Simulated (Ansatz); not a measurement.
**BCl$_{2}$HO···H$_{2}$O: density, localisation and related maps**

Input file:

```
crystal:
  periodic: [false, false, false]
  atoms:
    - { symbol: B, position_ang: [-0.100569, -0.399448, -0.050589] }
    - { symbol: Cl, position_ang: [0.091862, -0.788023, 1.729178] }
    - { symbol: O, position_ang: [0.949703, -0.403406, -0.868708] }
    - { symbol: H, position_ang: [1.791369, -0.469361, -0.403933] }
    - { symbol: Cl, position_ang: [-1.729654, -0.312912, -0.706818] }
    - { symbol: O, position_ang: [-0.113105, 2.112566, 0.648183] }
    - { symbol: H, position_ang: [-0.996445, 2.275218, 0.296147] }
    - { symbol: H, position_ang: [-0.286962, 1.749166, 1.54454] }
basis:
  gaussian: { orbitals: def2-SVP }
hamiltonian:
  xc: pbe0
  dispersion: d4
relax:
  f_tol: 0.03
  max_steps: 50
output:
  orbitals: {}
```

Command:

```sh
ansatz run input.yaml --threads 2 --pin off --max-ram 3072MiB --backend cpu --events-out ev --progress --plain --runs-dir out
```

The fields are those of the relaxed geometry.

The calculation used RKS PBE0-D4/def2-SVP (Ansatz).

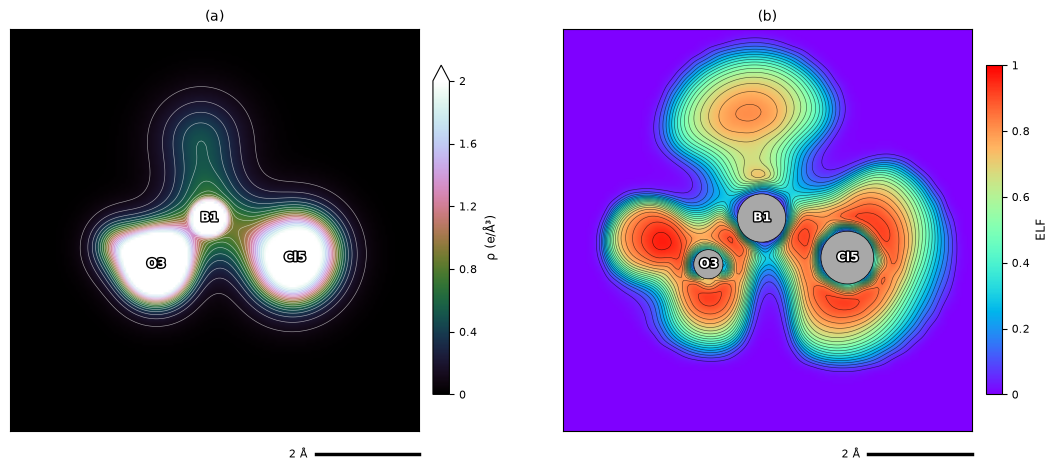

Figure 1. (a) electron density; (b) ELF on the plane of atoms O3, B1 and Cl5. Grey discs cover the atomic cores in the ELF map.

> What do the fields say about this system?

- The section cuts through B, O and Cl sites.
- B–O (1.36 Å): the density is about 2.1 e/Å³ at the midpoint; the ELF peaks at about 0.90 between the atoms; a polar covalent bond.
- B–Cl (1.82 Å): ρ is about 1.2 e/Å³ halfway; the ELF peaks at about 0.90 between the atoms, as expected for a polar covalent bond.
- The ELF also peaks beside Cl5, O3 and Cl2, away from the bonds: lone-pair regions.

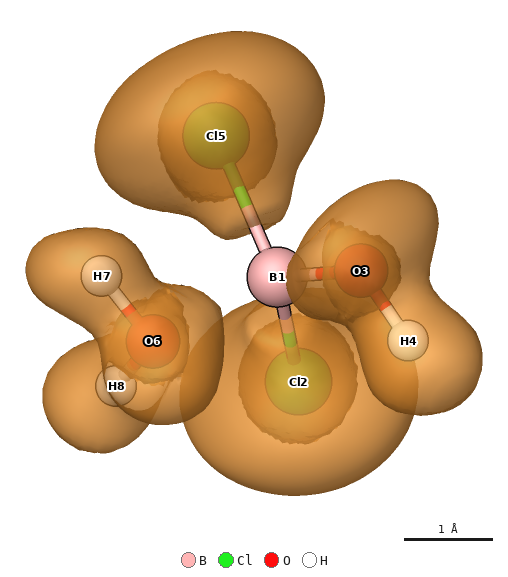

Figure 2. Isosurface of the ELF at 0.75 (orange), seen across its widest extent. Only the valence region is drawn (cores and ρ < 0.01 e/Å³ removed).

> Describe the localisation domains.

At this value the surface marks out two regions on Cl in which the atom's valence shell and bonds are merged and two joined regions spread over several atoms (H, O), in which their bonds and any lone pairs are merged.


B1···O6 (1.76 Å): the ELF peaks at about 0.90 between the atoms.

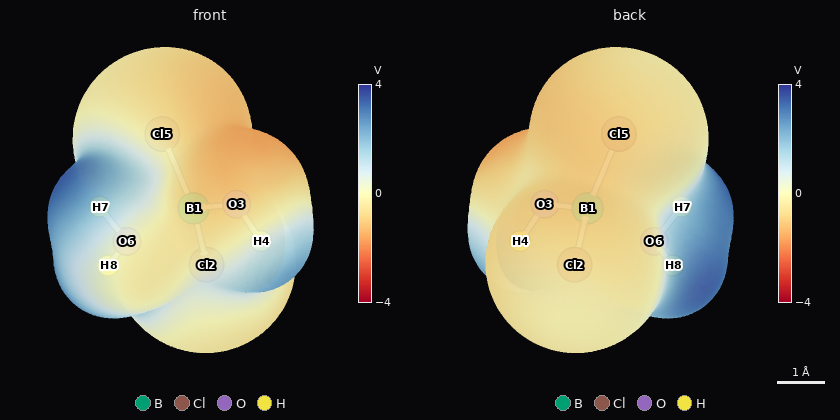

Figure 3. The molecular electrostatic potential painted on the density surface at 0.002 e/bohr³, seen from the front and from behind; the colour scale runs from red (negative) to blue (positive).

> Describe the electrostatic potential map.

The most negative region (about −1.6 V) lies over O3, the most positive (about +3.4 V) over H7 and H8. O3 is the likeliest acceptor of a hydrogen bond.
